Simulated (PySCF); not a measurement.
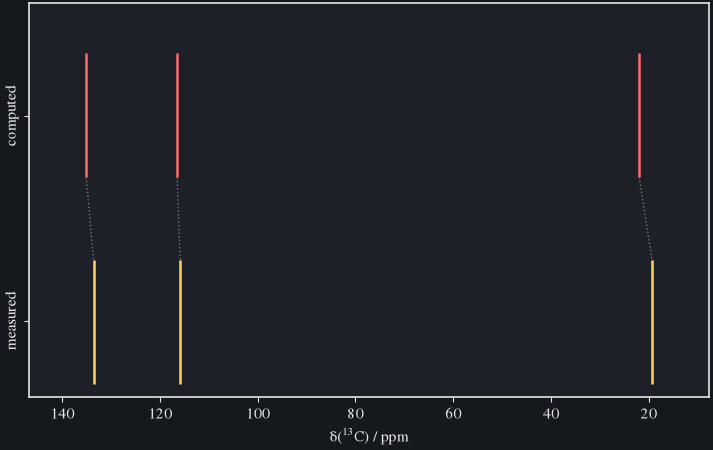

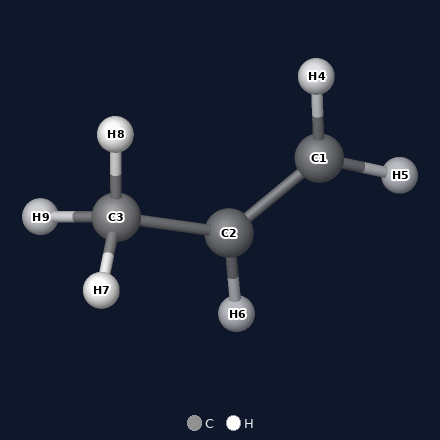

¹³C shifts of C₃H₆, SMILES C=CC against TMS: GIAO PBE0/cc-pVDZ (PySCF 2.14.0) for one gas-phase conformer (PBE0-D3(BJ)/def2-SVP, like atoms averaged) above, published measurements (C6D5Cl) below; dotted lines join the same nuclei. Only nuclei with a measured value are shown, one named for each set of like atoms.

Is the order of the signals reproduced?

Yes, no dotted lines cross.

Assign the lines.

```csv
nucleus,computed,measured
C2,135.1,133.6
C1,116.5,115.9
C3,21.9,19.3
```
